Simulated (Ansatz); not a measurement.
# TiNH₄Cl₃O: molecular dynamics (part 1 of 3)

- system: TiNH₄Cl₃O
- method: RKS PBE0/def2-SVP (Ansatz 0.2.0)

It belongs to a series of runs on one base structure; here: dynamics from the highest image of the converged band. Figures and captions count atoms from 1; the log counts them from 0 in places.

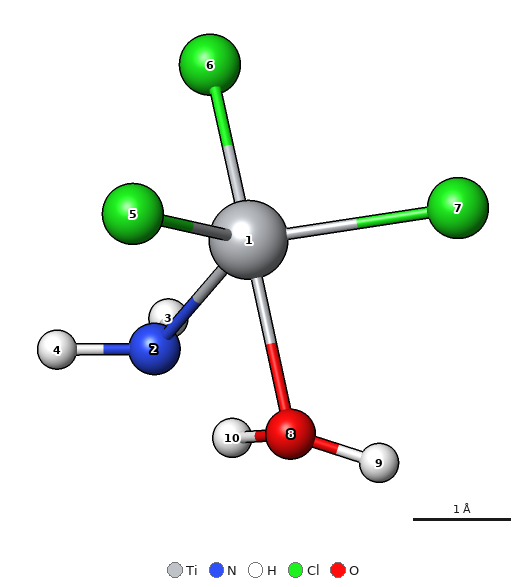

*The input geometry (ball-and-stick view, seen at a tilt; atoms are numbered from 1 in the order of the input). Sticks mark near contacts.*

Bond lengths as drawn: Cl–Ti 2.17 to 2.21 Å, H–N 1.02 Å, H–O 0.96 to 1.11 Å, N–Ti 2.04 Å and O–Ti 2.07 Å.

**Summary**

```tsv
quantity	value
outcome	finished
mean temperature over the second half	368 K
trajectory	200 steps, 100 fs
ensemble	nve
temperature in the input	300.0 K
time step	0.5 fs
potential energy (last step)	−64252.8039 eV
mean-field energy (last step)	−64252.8039 eV
largest force (length of the vector) (last step)	2.356 eV/Å
hardware	4 threads of Arm Neoverse V1, 24 GiB of memory available, shared host
wall time	13 min (CPU time 49 min)
peak memory	0.41 GiB
```

**Notes**

So short a trajectory is not equilibrated.

**Input**
```yaml
crystal:
  periodic: [false, false, false]
  atoms:
    - { symbol: Ti, position_ang: [0.156006, -0.278777, 0.120007] }
    - { symbol: "N", position_ang: [0.228762, -0.058297, 2.147252] }
    - { symbol: H, position_ang: [-0.661106, 0.21978, 2.561179] }
    - { symbol: H, position_ang: [0.921124, 0.642918, 2.42087] }
    - { symbol: Cl, position_ang: [1.965546, 0.447246, -0.821888] }
    - { symbol: Cl, position_ang: [-1.235662, 1.425984, -0.020553] }
    - { symbol: Cl, position_ang: [-1.012758, -1.698966, -1.11391] }
    - { symbol: O, position_ang: [0.938888, -1.963325, 1.037285] }
    - { symbol: H, position_ang: [0.54049, -2.826805, 0.876079] }
    - { symbol: H, position_ang: [0.64771, -1.377958, 1.934077] }
basis:
  gaussian: { orbitals: def2-SVP }
hamiltonian:
  xc: pbe0
md:
  timestep: 0.5
  n_steps: 200
  ensemble: nve
  temperature: 300.0
  initial_velocities: maxwell_boltzmann
  seed: 4811
```

Command:
```bash
ansatz run input.yaml --threads 4 --pin off --max-ram 5120MiB --backend cpu --events-out ev --progress --plain --runs-dir out
```

**What the program printed**
```
Engine: ansatz 0.2.0, aarch64-unknown-linux-gnu
Functional definition: PBE0
  parameter a = 0.25
  parameter kappa = 0.804
  parameter beta = 0.06672455060314922
  exchange = (1 - a)*pbe_x(kappa = kappa, mu = beta*pi^2/3) + a*exact_x
  correlation = pbe_c(beta = beta)
1443 factors; integrals over basis functions are off by at most 2.6e-4 eV
mean field evaluation 1: about -64242.8191 eV, gradient 6.9e1 eV
mean field evaluation 2: about -63948.4767 eV, gradient 3.8e2 eV
mean field evaluation 4: about -64249.3003 eV, gradient 3.8e1 eV
mean field evaluation 8: about -64252.6012 eV, gradient 1.4e-1 eV
mean field evaluation 16: about -64252.6521 eV, gradient 1.4e-4 eV
mean field -64252.65213548 eV, -2361.2414139672 hartree, gradient 5.4e-5 eV, S^2 0.000000; 0 other end points of the search recorded, 0 dependent functions left out
the calculation of the forces begins
reference -64252.65221417 eV, -2361.2414168587 hartree; 46, 46 occupied and 87, 87 virtual orbitals, 1443 factors
md step     0: t =     0.00 fs  T =   300.0 K  F+E_penalty+E_count = -64252.65213548 eV  E_kin = 0.310224 eV  conserved = -64252.34191149 eV  (32 SCF iters)
these checks for a lower state are left out or cut short: starts, cluster_reference, orbital_swaps, neighbouring_geometries, increment
1443 factors; integrals over basis functions are off by at most 2.3e-4 eV
mean field -64252.64246797 eV, -2361.2410586925 hartree, gradient 9.3e-6 eV, S^2 0.000000; 0 other end points of the search recorded, 0 dependent functions left out
the calculation of the forces begins
reference -64252.64254675 eV, -2361.2410615875 hartree; 46, 46 occupied and 87, 87 virtual orbitals, 1443 factors
md step     1: t =     0.50 fs  T =   290.8 K  F+E_penalty+E_count = -64252.64246797 eV  E_kin = 0.300730 eV  conserved = -64252.34173759 eV  (37 SCF iters)
[... from here on the SCF iterations and repeated set-up lines of each step are left out, up to the last step ...]
md step     2: t =     1.00 fs  T =   267.2 K  F+E_penalty+E_count = -64252.61739913 eV  E_kin = 0.276320 eV  conserved = -64252.34107918 eV  (37 SCF iters)
md step     3: t =     1.50 fs  T =   239.0 K  F+E_penalty+E_count = -64252.58735199 eV  E_kin = 0.247131 eV  conserved = -64252.34022127 eV  (38 SCF iters)
md step     4: t =     2.00 fs  T =   218.4 K  F+E_penalty+E_count = -64252.56551987 eV  E_kin = 0.225852 eV  conserved = -64252.33966742 eV  (38 SCF iters)
md step     5: t =     2.50 fs  T =   213.3 K  F+E_penalty+E_count = -64252.56032445 eV  E_kin = 0.220547 eV  conserved = -64252.33977745 eV  (37 SCF iters)
md step     6: t =     3.00 fs  T =   222.1 K  F+E_penalty+E_count = -64252.57014733 eV  E_kin = 0.229698 eV  conserved = -64252.34044895 eV  (37 SCF iters)
md step     7: t =     3.50 fs  T =   235.6 K  F+E_penalty+E_count = -64252.58480638 eV  E_kin = 0.243592 eV  conserved = -64252.34121478 eV  (37 SCF iters)
md step     8: t =     4.00 fs  T =   242.5 K  F+E_penalty+E_count = -64252.59242311 eV  E_kin = 0.250785 eV  conserved = -64252.34163828 eV  (37 SCF iters)
md step     9: t =     4.50 fs  T =   236.4 K  F+E_penalty+E_count = -64252.58606938 eV  E_kin = 0.244491 eV  conserved = -64252.34157815 eV  (37 SCF iters)
md step    10: t =     5.00 fs  T =   217.6 K  F+E_penalty+E_count = -64252.56618766 eV  E_kin = 0.225028 eV  conserved = -64252.34115962 eV  (37 SCF iters)
md step    11: t =     5.50 fs  T =   191.8 K  F+E_penalty+E_count = -64252.53892826 eV  E_kin = 0.198318 eV  conserved = -64252.34061010 eV  (37 SCF iters)
md step    12: t =     6.00 fs  T =   166.9 K  F+E_penalty+E_count = -64252.51271646 eV  E_kin = 0.172584 eV  conserved = -64252.34013259 eV  (37 SCF iters)
md step    13: t =     6.50 fs  T =   150.1 K  F+E_penalty+E_count = -64252.49502890 eV  E_kin = 0.155172 eV  conserved = -64252.33985669 eV  (29 SCF iters)
md step    14: t =     7.00 fs  T =   145.4 K  F+E_penalty+E_count = -64252.49024017 eV  E_kin = 0.150400 eV  conserved = -64252.33984009 eV  (29 SCF iters)
md step    15: t =     7.50 fs  T =   153.3 K  F+E_penalty+E_count = -64252.49862395 eV  E_kin = 0.158542 eV  conserved = -64252.34008185 eV  (37 SCF iters)
md step    16: t =     8.00 fs  T =   170.0 K  F+E_penalty+E_count = -64252.51635302 eV  E_kin = 0.175824 eV  conserved = -64252.34052905 eV  (37 SCF iters)
md step    17: t =     8.50 fs  T =   188.9 K  F+E_penalty+E_count = -64252.53639980 eV  E_kin = 0.195327 eV  conserved = -64252.34107310 eV  (32 SCF iters)
md step    18: t =     9.00 fs  T =   201.9 K  F+E_penalty+E_count = -64252.55035939 eV  E_kin = 0.208814 eV  conserved = -64252.34154538 eV  (36 SCF iters)
md step    19: t =     9.50 fs  T =   202.5 K  F+E_penalty+E_count = -64252.55118447 eV  E_kin = 0.209446 eV  conserved = -64252.34173820 eV  (37 SCF iters)
md step    20: t =    10.00 fs  T =   188.5 K  F+E_penalty+E_count = -64252.53639930 eV  E_kin = 0.194914 eV  conserved = -64252.34148525 eV  (37 SCF iters)
md step    21: t =    10.50 fs  T =   164.1 K  F+E_penalty+E_count = -64252.51046904 eV  E_kin = 0.169663 eV  conserved = -64252.34080635 eV  (36 SCF iters)
md step    22: t =    11.00 fs  T =   139.4 K  F+E_penalty+E_count = -64252.48420645 eV  E_kin = 0.144198 eV  conserved = -64252.34000840 eV  (37 SCF iters)
md step    23: t =    11.50 fs  T =   126.1 K  F+E_penalty+E_count = -64252.46993605 eV  E_kin = 0.130371 eV  conserved = -64252.33956530 eV  (37 SCF iters)
md step    24: t =    12.00 fs  T =   130.2 K  F+E_penalty+E_count = -64252.47442205 eV  E_kin = 0.134659 eV  conserved = -64252.33976266 eV  (37 SCF iters)
md step    25: t =    12.50 fs  T =   149.2 K  F+E_penalty+E_count = -64252.49468934 eV  E_kin = 0.154243 eV  conserved = -64252.34044627 eV  (36 SCF iters)
md step    26: t =    13.00 fs  T =   173.2 K  F+E_penalty+E_count = -64252.52026735 eV  E_kin = 0.179098 eV  conserved = -64252.34116906 eV  (35 SCF iters)
md step    27: t =    13.50 fs  T =   191.7 K  F+E_penalty+E_count = -64252.53979737 eV  E_kin = 0.198238 eV  conserved = -64252.34155951 eV  (35 SCF iters)
md step    28: t =    14.00 fs  T =   198.5 K  F+E_penalty+E_count = -64252.54675097 eV  E_kin = 0.205227 eV  conserved = -64252.34152362 eV  (35 SCF iters)
md step    29: t =    14.50 fs  T =   193.4 K  F+E_penalty+E_count = -64252.54114296 eV  E_kin = 0.199956 eV  conserved = -64252.34118712 eV  (35 SCF iters)
md step    30: t =    15.00 fs  T =   180.9 K  F+E_penalty+E_count = -64252.52784144 eV  E_kin = 0.187099 eV  conserved = -64252.34074265 eV  (35 SCF iters)
md step    31: t =    15.50 fs  T =   167.6 K  F+E_penalty+E_count = -64252.51365258 eV  E_kin = 0.173305 eV  conserved = -64252.34034780 eV  (37 SCF iters)
md step    32: t =    16.00 fs  T =   159.3 K  F+E_penalty+E_count = -64252.50479308 eV  E_kin = 0.164697 eV  conserved = -64252.34009599 eV  (37 SCF iters)
md step    33: t =    16.50 fs  T =   159.8 K  F+E_penalty+E_count = -64252.50529784 eV  E_kin = 0.165268 eV  conserved = -64252.34002980 eV  (37 SCF iters)
md step    34: t =    17.00 fs  T =   170.3 K  F+E_penalty+E_count = -64252.51625502 eV  E_kin = 0.176096 eV  conserved = -64252.34015854 eV  (37 SCF iters)
md step    35: t =    17.50 fs  T =   188.7 K  F+E_penalty+E_count = -64252.53563252 eV  E_kin = 0.195169 eV  conserved = -64252.34046402 eV  (32 SCF iters)
md step    36: t =    18.00 fs  T =   210.6 K  F+E_penalty+E_count = -64252.55862075 eV  E_kin = 0.217733 eV  conserved = -64252.34088765 eV  (38 SCF iters)
md step    37: t =    18.50 fs  T =   229.5 K  F+E_penalty+E_count = -64252.57866544 eV  E_kin = 0.237356 eV  conserved = -64252.34130895 eV  (37 SCF iters)
md step    38: t =    19.00 fs  T =   239.7 K  F+E_penalty+E_count = -64252.58944597 eV  E_kin = 0.247897 eV  conserved = -64252.34154870 eV  (37 SCF iters)
md step    39: t =    19.50 fs  T =   238.1 K  F+E_penalty+E_count = -64252.58765806 eV  E_kin = 0.246222 eV  conserved = -64252.34143565 eV  (37 SCF iters)
md step    40: t =    20.00 fs  T =   226.8 K  F+E_penalty+E_count = -64252.57548469 eV  E_kin = 0.234536 eV  conserved = -64252.34094843 eV  (37 SCF iters)
md step    41: t =    20.50 fs  T =   213.1 K  F+E_penalty+E_count = -64252.56068045 eV  E_kin = 0.220355 eV  conserved = -64252.34032542 eV  (37 SCF iters)
md step    42: t =    21.00 fs  T =   205.9 K  F+E_penalty+E_count = -64252.55284435 eV  E_kin = 0.212879 eV  conserved = -64252.33996528 eV  (37 SCF iters)
md step    43: t =    21.50 fs  T =   210.2 K  F+E_penalty+E_count = -64252.55751548 eV  E_kin = 0.217405 eV  conserved = -64252.34011040 eV  (37 SCF iters)
md step    44: t =    22.00 fs  T =   224.4 K  F+E_penalty+E_count = -64252.57263467 eV  E_kin = 0.232008 eV  conserved = -64252.34062629 eV  (37 SCF iters)
md step    45: t =    22.50 fs  T =   241.1 K  F+E_penalty+E_count = -64252.59045209 eV  E_kin = 0.249307 eV  conserved = -64252.34114470 eV  (38 SCF iters)
md step    46: t =    23.00 fs  T =   252.9 K  F+E_penalty+E_count = -64252.60289456 eV  E_kin = 0.261501 eV  conserved = -64252.34139339 eV  (38 SCF iters)
md step    47: t =    23.50 fs  T =   255.7 K  F+E_penalty+E_count = -64252.60573932 eV  E_kin = 0.264393 eV  conserved = -64252.34134593 eV  (37 SCF iters)
md step    48: t =    24.00 fs  T =   249.7 K  F+E_penalty+E_count = -64252.59929137 eV  E_kin = 0.258170 eV  conserved = -64252.34112107 eV  (38 SCF iters)
md step    49: t =    24.50 fs  T =   237.9 K  F+E_penalty+E_count = -64252.58679794 eV  E_kin = 0.245967 eV  conserved = -64252.34083125 eV  (37 SCF iters)
md step    50: t =    25.00 fs  T =   224.6 K  F+E_penalty+E_count = -64252.57274171 eV  E_kin = 0.232208 eV  conserved = -64252.34053381 eV  (37 SCF iters)
md step    51: t =    25.50 fs  T =   214.3 K  F+E_penalty+E_count = -64252.56182798 eV  E_kin = 0.221559 eV  conserved = -64252.34026892 eV  (38 SCF iters)
md step    52: t =    26.00 fs  T =   210.9 K  F+E_penalty+E_count = -64252.55823337 eV  E_kin = 0.218137 eV  conserved = -64252.34009665 eV  (37 SCF iters)
md step    53: t =    26.50 fs  T =   217.1 K  F+E_penalty+E_count = -64252.56460744 eV  E_kin = 0.224515 eV  conserved = -64252.34009228 eV  (32 SCF iters)
md step    54: t =    27.00 fs  T =   232.7 K  F+E_penalty+E_count = -64252.58091028 eV  E_kin = 0.240603 eV  conserved = -64252.34030746 eV  (37 SCF iters)
md step    55: t =    27.50 fs  T =   254.3 K  F+E_penalty+E_count = -64252.60367809 eV  E_kin = 0.262956 eV  conserved = -64252.34072251 eV  (38 SCF iters)
md step    56: t =    28.00 fs  T =   275.8 K  F+E_penalty+E_count = -64252.62642660 eV  E_kin = 0.285210 eV  conserved = -64252.34121704 eV  (38 SCF iters)
md step    57: t =    28.50 fs  T =   290.1 K  F+E_penalty+E_count = -64252.64161289 eV  E_kin = 0.300032 eV  conserved = -64252.34158113 eV  (38 SCF iters)
md step    58: t =    29.00 fs  T =   292.3 K  F+E_penalty+E_count = -64252.64389449 eV  E_kin = 0.302299 eV  conserved = -64252.34159558 eV  (38 SCF iters)
md step    59: t =    29.50 fs  T =   282.6 K  F+E_penalty+E_count = -64252.63337941 eV  E_kin = 0.292199 eV  conserved = -64252.34118042 eV  (38 SCF iters)
md step    60: t =    30.00 fs  T =   267.0 K  F+E_penalty+E_count = -64252.61665881 eV  E_kin = 0.276140 eV  conserved = -64252.34051836 eV  (38 SCF iters)
md step    61: t =    30.50 fs  T =   255.2 K  F+E_penalty+E_count = -64252.60392701 eV  E_kin = 0.263930 eV  conserved = -64252.33999669 eV  (37 SCF iters)
md step    62: t =    31.00 fs  T =   254.6 K  F+E_penalty+E_count = -64252.60320222 eV  E_kin = 0.263270 eV  conserved = -64252.33993208 eV  (37 SCF iters)
md step    63: t =    31.50 fs  T =   266.2 K  F+E_penalty+E_count = -64252.61563506 eV  E_kin = 0.275308 eV  conserved = -64252.34032667 eV  (38 SCF iters)
md step    64: t =    32.00 fs  T =   284.7 K  F+E_penalty+E_count = -64252.63536436 eV  E_kin = 0.294450 eV  conserved = -64252.34091447 eV  (38 SCF iters)
md step    65: t =    32.50 fs  T =   301.7 K  F+E_penalty+E_count = -64252.65335937 eV  E_kin = 0.311960 eV  conserved = -64252.34139943 eV  (36 SCF iters)
md step    66: t =    33.00 fs  T =   309.8 K  F+E_penalty+E_count = -64252.66193589 eV  E_kin = 0.320327 eV  conserved = -64252.34160863 eV  (36 SCF iters)
md step    67: t =    33.50 fs  T =   305.7 K  F+E_penalty+E_count = -64252.65759939 eV  E_kin = 0.316102 eV  conserved = -64252.34149722 eV  (36 SCF iters)
md step    68: t =    34.00 fs  T =   290.9 K  F+E_penalty+E_count = -64252.64190175 eV  E_kin = 0.300785 eV  conserved = -64252.34111670 eV  (37 SCF iters)
md step    69: t =    34.50 fs  T =   270.9 K  F+E_penalty+E_count = -64252.62069388 eV  E_kin = 0.280099 eV  conserved = -64252.34059532 eV  (36 SCF iters)
md step    70: t =    35.00 fs  T =   253.4 K  F+E_penalty+E_count = -64252.60210591 eV  E_kin = 0.261999 eV  conserved = -64252.34010728 eV  (36 SCF iters)
md step    71: t =    35.50 fs  T =   245.6 K  F+E_penalty+E_count = -64252.59378508 eV  E_kin = 0.253966 eV  conserved = -64252.33981884 eV  (33 SCF iters)
md step    72: t =    36.00 fs  T =   251.8 K  F+E_penalty+E_count = -64252.60024585 eV  E_kin = 0.260410 eV  conserved = -64252.33983581 eV  (36 SCF iters)
md step    73: t =    36.50 fs  T =   271.7 K  F+E_penalty+E_count = -64252.62117887 eV  E_kin = 0.281006 eV  conserved = -64252.34017290 eV  (37 SCF iters)
md step    74: t =    37.00 fs  T =   300.3 K  F+E_penalty+E_count = -64252.65123237 eV  E_kin = 0.310487 eV  conserved = -64252.34074558 eV  (36 SCF iters)
md step    75: t =    37.50 fs  T =   328.8 K  F+E_penalty+E_count = -64252.68141244 eV  E_kin = 0.340038 eV  conserved = -64252.34137436 eV  (36 SCF iters)
md step    76: t =    38.00 fs  T =   348.3 K  F+E_penalty+E_count = -64252.70199891 eV  E_kin = 0.360192 eV  conserved = -64252.34180718 eV  (36 SCF iters)
md step    77: t =    38.50 fs  T =   352.7 K  F+E_penalty+E_count = -64252.70651558 eV  E_kin = 0.364721 eV  conserved = -64252.34179500 eV  (36 SCF iters)
md step    78: t =    39.00 fs  T =   342.5 K  F+E_penalty+E_count = -64252.69546704 eV  E_kin = 0.354222 eV  conserved = -64252.34124464 eV  (37 SCF iters)
md step    79: t =    39.50 fs  T =   326.0 K  F+E_penalty+E_count = -64252.67751563 eV  E_kin = 0.337141 eV  conserved = -64252.34037453 eV  (36 SCF iters)
md step    80: t =    40.00 fs  T =   315.5 K  F+E_penalty+E_count = -64252.66596140 eV  E_kin = 0.326279 eV  conserved = -64252.33968218 eV  (36 SCF iters)
md step    81: t =    40.50 fs  T =   320.7 K  F+E_penalty+E_count = -64252.67125589 eV  E_kin = 0.331632 eV  conserved = -64252.33962352 eV  (36 SCF iters)
md step    82: t =    41.00 fs  T =   342.4 K  F+E_penalty+E_count = -64252.69428585 eV  E_kin = 0.354038 eV  conserved = -64252.34024779 eV  (36 SCF iters)
md step    83: t =    41.50 fs  T =   371.8 K  F+E_penalty+E_count = -64252.72564349 eV  E_kin = 0.384482 eV  conserved = -64252.34116174 eV  (37 SCF iters)
md step    84: t =    42.00 fs  T =   396.1 K  F+E_penalty+E_count = -64252.75141242 eV  E_kin = 0.409564 eV  conserved = -64252.34184843 eV  (36 SCF iters)
md step    85: t =    42.50 fs  T =   405.1 K  F+E_penalty+E_count = -64252.76094059 eV  E_kin = 0.418936 eV  conserved = -64252.34200487 eV  (36 SCF iters)
md step    86: t =    43.00 fs  T =   396.4 K  F+E_penalty+E_count = -64252.75160121 eV  E_kin = 0.409955 eV  conserved = -64252.34164652 eV  (36 SCF iters)
md step    87: t =    43.50 fs  T =   375.0 K  F+E_penalty+E_count = -64252.72877782 eV  E_kin = 0.387774 eV  conserved = -64252.34100333 eV  (37 SCF iters)
md step    88: t =    44.00 fs  T =   350.2 K  F+E_penalty+E_count = -64252.70245713 eV  E_kin = 0.362103 eV  conserved = -64252.34035377 eV  (36 SCF iters)
md step    89: t =    44.50 fs  T =   331.7 K  F+E_penalty+E_count = -64252.68290016 eV  E_kin = 0.342992 eV  conserved = -64252.33990809 eV  (36 SCF iters)
md step    90: t =    45.00 fs  T =   326.3 K  F+E_penalty+E_count = -64252.67724292 eV  E_kin = 0.337471 eV  conserved = -64252.33977143 eV  (34 SCF iters)
md step    91: t =    45.50 fs  T =   336.3 K  F+E_penalty+E_count = -64252.68770868 eV  E_kin = 0.347749 eV  conserved = -64252.33995941 eV  (36 SCF iters)
md step    92: t =    46.00 fs  T =   358.7 K  F+E_penalty+E_count = -64252.71129571 eV  E_kin = 0.370875 eV  conserved = -64252.34042054 eV  (36 SCF iters)
md step    93: t =    46.50 fs  T =   386.4 K  F+E_penalty+E_count = -64252.74064314 eV  E_kin = 0.399607 eV  conserved = -64252.34103612 eV  (36 SCF iters)
md step    94: t =    47.00 fs  T =   410.4 K  F+E_penalty+E_count = -64252.76603107 eV  E_kin = 0.424421 eV  conserved = -64252.34160963 eV  (37 SCF iters)
md step    95: t =    47.50 fs  T =   422.3 K  F+E_penalty+E_count = -64252.77857864 eV  E_kin = 0.436692 eV  conserved = -64252.34188655 eV  (36 SCF iters)
md step    96: t =    48.00 fs  T =   418.3 K  F+E_penalty+E_count = -64252.77419177 eV  E_kin = 0.432537 eV  conserved = -64252.34165525 eV  (36 SCF iters)
md step    97: t =    48.50 fs  T =   402.0 K  F+E_penalty+E_count = -64252.75662674 eV  E_kin = 0.415702 eV  conserved = -64252.34092500 eV  (36 SCF iters)
md step    98: t =    49.00 fs  T =   383.9 K  F+E_penalty+E_count = -64252.73707187 eV  E_kin = 0.397026 eV  conserved = -64252.34004635 eV  (36 SCF iters)
md step    99: t =    49.50 fs  T =   376.3 K  F+E_penalty+E_count = -64252.72871506 eV  E_kin = 0.389146 eV  conserved = -64252.33956909 eV  (36 SCF iters)
md step   100: t =    50.00 fs  T =   385.6 K  F+E_penalty+E_count = -64252.73861941 eV  E_kin = 0.398786 eV  conserved = -64252.33983385 eV  (36 SCF iters)
md step   101: t =    50.50 fs  T =   408.2 K  F+E_penalty+E_count = -64252.76280957 eV  E_kin = 0.422141 eV  conserved = -64252.34066848 eV  (35 SCF iters)
md step   102: t =    51.00 fs  T =   432.5 K  F+E_penalty+E_count = -64252.78880852 eV  E_kin = 0.447272 eV  conserved = -64252.34153630 eV  (35 SCF iters)
```
